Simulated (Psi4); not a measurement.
# BCl3 (boron trichloride): MN15/cc-pVDZ

What is the energy change on altering one bond length of BCl3 (boron trichloride) at MN15/cc-pVDZ? 

The results are computed with Psi4 1.11.

## 1. Starting point

BCl3: 4 atoms, total charge 0, spin state singlet. As SMILES, `ClB(Cl)Cl`. The coordinates come from a PBE0-D4/def2-TZVP relaxation.

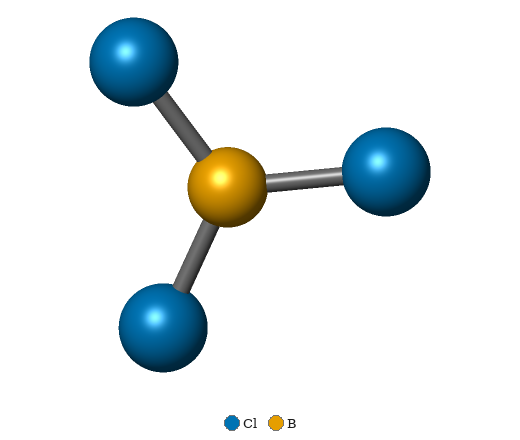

The structure, seen from a chosen angle (chlorine blue, boron amber).

## 2. The energy at MN15/cc-pVDZ

Input file input.inp:

```
memory 1.6 GB

molecule system {
  Cl    -0.257920     0.516440     1.638340
  B      0.000000     0.000000    -0.000010
  Cl     0.942010    -1.423060    -0.324000
  Cl    -0.684100     0.906610    -1.314320
  units angstrom
  symmetry c1
}

set basis cc-pVDZ
set puream true
set scf_type pk
set dft_radial_points 99
set dft_spherical_points 590

energy_value = energy("mn15")
```

The run is started by

```
$ psi4 -n 1 input.inp input.out
```

input.out:

```text
[...]
  Running in c1 symmetry.
[...]
  Nuclear repulsion =  230.173161754506793
[...]
  Multiplicity = 1
[...]
  Nalpha       = 28
  Nbeta        = 28
[...]
    Number of basis functions: 68
[...]
   @RKS iter   1: -1405.18039679664685    2.37668e-02   3.89168e-03 ADIIS/DIIS
[...]
   @RKS iter   6: -1405.21737530136693   -8.24434e-08   8.83846e-07 DIIS
[...]
    Orbital Energies [Eh]
    ---------------------
    Doubly Occupied:
       1A   -100.399148     2A   -100.399147     3A   -100.399143
       4A     -9.186968     5A     -9.186965     6A     -9.186762
       7A     -7.214389     8A     -7.214387     9A     -7.214383
      10A     -7.206836    11A     -7.206834    12A     -7.206830
      13A     -7.203637    14A     -7.203635    15A     -7.203632
      16A     -6.857983    17A     -0.934154    18A     -0.879552
      19A     -0.879548    20A     -0.565937    21A     -0.497063
      22A     -0.497062    23A     -0.456404    24A     -0.393783
      25A     -0.393779    26A     -0.386104    27A     -0.386102
      28A     -0.358836
[...]
  @RKS Final Energy: -1405.21737530136693
   => Energetics <=
    Nuclear Repulsion Energy =            230.1731617545067934
    One-Electron Energy =               -2398.4568194681714886
    Two-Electron Energy =                 813.5036587801134829
    DFT Exchange-Correlation Energy =     -50.4373763678159222
    Empirical Dispersion Energy =           0.0000000000000000
    VV10 Nonlocal Energy =                  0.0000000000000000
    Total Energy =                      -1405.2173753013669284
[...]
 Multipole Moments:
 ------------------------------------------------------------------------------------
     Multipole            Electronic (a.u.)      Nuclear  (a.u.)        Total (a.u.)
 ------------------------------------------------------------------------------------
 L = 1.  Multiply by 2.5417464519 to convert [e a0] to [Debye]
 Dipole X            :         -0.0000206           -0.0000020           -0.0000227
 Dipole Y            :          0.0000379           -0.0000020            0.0000359
 Dipole Z            :         -0.0000430            0.0000100           -0.0000330
 Magnitude           :                                                    0.0000538
[...]
```

It took 20 s on 1 thread of Intel Xeon Platinum 8124M at 3.00GHz (Skylake/Cascade Lake), shared host; peak memory 1.3 GiB.

## 3. The distorted shape at the same level

Input file calc.inp:

```
memory 1600 mb

molecule m {
  Cl     0.289363    -0.208853     2.689795
  B      0.547283    -0.725293     1.051445
  Cl     1.489293    -2.148353     0.727455
  Cl    -0.684100     0.906610    -1.314320
  symmetry c1
}

set {
  puream true
  scf_type pk
  dft_radial_points 99
  dft_spherical_points 590
}

e_tot = energy('mn15/cc-pVDZ')
print_variables()
```

The run is started by

```
$ psi4 -i calc.inp -o calc.out -n 1
```

calc.out:

```text
[...]
  Running in c1 symmetry.
[...]
  Nuclear repulsion =  188.650444823379360
[...]
  Multiplicity = 1
[...]
  Nalpha       = 28
  Nbeta        = 28
[...]
    Number of basis functions: 68
[...]
   @RKS iter   1: -1404.90078655218849   -2.05989e-01   6.19246e-03 ADIIS/DIIS
[...]
   @RKS iter  10: -1405.05744769315379   -5.51199e-08   8.97100e-07 DIIS
[...]
    Orbital Energies [Eh]
    ---------------------
    Doubly Occupied:
       1A   -100.461526     2A   -100.461525     3A   -100.323517
       4A     -9.247801     5A     -9.247749     6A     -9.103538
       7A     -7.275968     8A     -7.275966     9A     -7.267315
      10A     -7.267314    11A     -7.264708    12A     -7.264707
      13A     -7.135908    14A     -7.121303    15A     -7.121170
      16A     -6.938607    17A     -0.970670    18A     -0.932130
      19A     -0.755423    20A     -0.605250    21A     -0.534231
      22A     -0.485473    23A     -0.482715    24A     -0.435092
      25A     -0.421544    26A     -0.309246    27A     -0.299693
      28A     -0.299587
[...]
  @RKS Final Energy: -1405.05744769315379
   => Energetics <=
    Nuclear Repulsion Energy =            188.6504448233793596
    One-Electron Energy =               -2314.8044144563746158
    Two-Electron Energy =                 771.4197358890422720
    DFT Exchange-Correlation Energy =     -50.3232139492009694
    Empirical Dispersion Energy =           0.0000000000000000
    VV10 Nonlocal Energy =                  0.0000000000000000
    Total Energy =                      -1405.0574476931535628
[...]
 Multipole Moments:
 ------------------------------------------------------------------------------------
     Multipole            Electronic (a.u.)      Nuclear  (a.u.)        Total (a.u.)
 ------------------------------------------------------------------------------------
 L = 1.  Multiply by 2.5417464519 to convert [e a0] to [Debye]
 Dipole X            :          1.0391072           -0.1098683            0.9292389
 Dipole Y            :         -1.3770827            0.1455996           -1.2314831
 Dipole Z            :          1.9963727           -0.2110681            1.7853046
 Magnitude           :                                                    2.3595228
[...]
```

Wall time 18 s (1 thread of Intel Xeon Platinum 8124M at 3.00GHz (Skylake/Cascade Lake), shared host); peak memory 1.2 GiB.

## 4. Results

Level: MN15/cc-pVDZ.

| quantity | value |
| --- | --- |
| first shape: total energy | -1405.21738 Eh |
| first shape: dipole moment | 0.00 D |
| first shape: HOMO energy | -9.76 eV |
| first shape: LUMO energy | -0.93 eV |
| first shape: HOMO–LUMO gap | 8.83 eV |
| distorted shape: total energy | -1405.05745 Eh |
| distorted shape: dipole moment | 6.00 D |
| distorted shape: HOMO energy | -8.15 eV |
| distorted shape: LUMO energy | -4.06 eV |
| distorted shape: HOMO–LUMO gap | 4.09 eV |
| energy change with the B2–Cl4 bond stretched from 1.737 to 3.127 Å | 4.352 eV |

What this shows: With the B2–Cl4 bond stretched from 1.737 to 3.127 Å the energy rises by 4.35 eV (420 kJ/mol). The first shape isn't relaxed at this level, so the change isn't measured from a minimum. A restricted reference can't describe the breaking bond well at this length.
